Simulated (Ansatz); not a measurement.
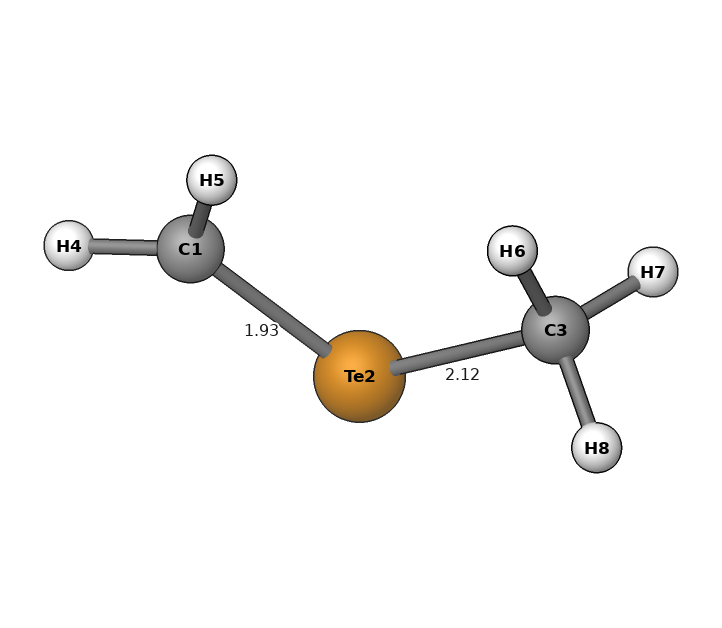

Bond lengths are marked in Å; every bond is drawn as one stick. Charge +1, singlet. Computed geometry: PBE0-D4/def2-TZVP optimisation. No frequency run is at hand to confirm it as a minimum.

Which of the marked bonds are single, double, triple or aromatic?

C1–Te2 single; Te2–C3 single. This is one Lewis structure.

Give the structure as SMILES.

[CH2+][Te]C
